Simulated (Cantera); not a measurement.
Charge: 1 mol SiH4, 0.19 mol O2, 58 mol H2, held at 0.195 Torr.

Cantera equilibrium calculation (NASA polynomials, part measured and part estimated; ideal gas, pure solids and liquids). Candidate condensed phases: H2O, Si, SiO2; 18 gas species. Gases not in the tables: Si2H6 and higher silanes. The numbers say what is thermodynamically allowed, not how fast it happens.

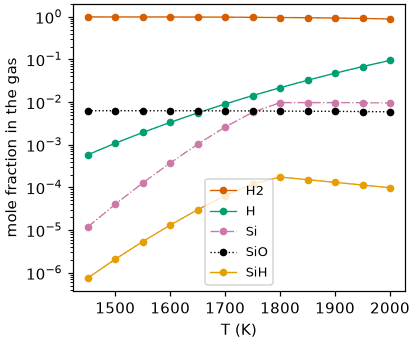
Fig. 1. Equilibrium gas composition (values under 1e-9 drawn at 1e-9)

Q: Read off the mole fractions at 1700 K.

A: H2 about 0.98, H about 0.0091, SiO about 0.0062, Si about 0.0026, SiH about 6.5e-5.
